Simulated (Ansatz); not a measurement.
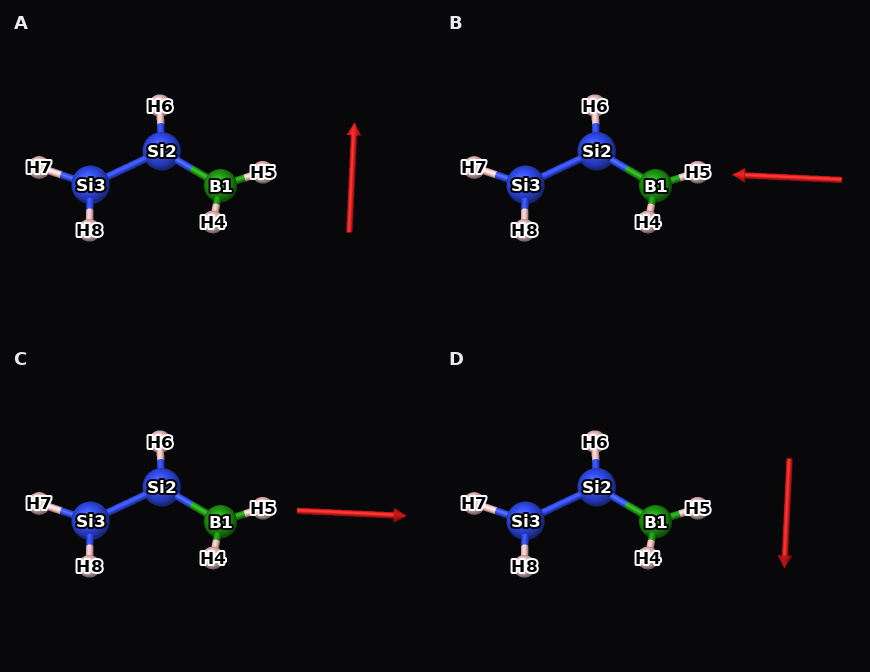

The same molecule four times, each with an arrow. The geometry was computed by an optimisation with PBE0-D4/def2-TZVP. No frequency run is at hand to confirm it as a minimum. Level of theory: RKS PBE0-D4/def2-TZVP (Ansatz 0.2.0).

> Which arrow points along the dipole moment, from the negative to the positive end?

B. The dipole moment is 1.31 D; it points from the side of H5 to the side of H7 (the outermost atoms at the two ends).
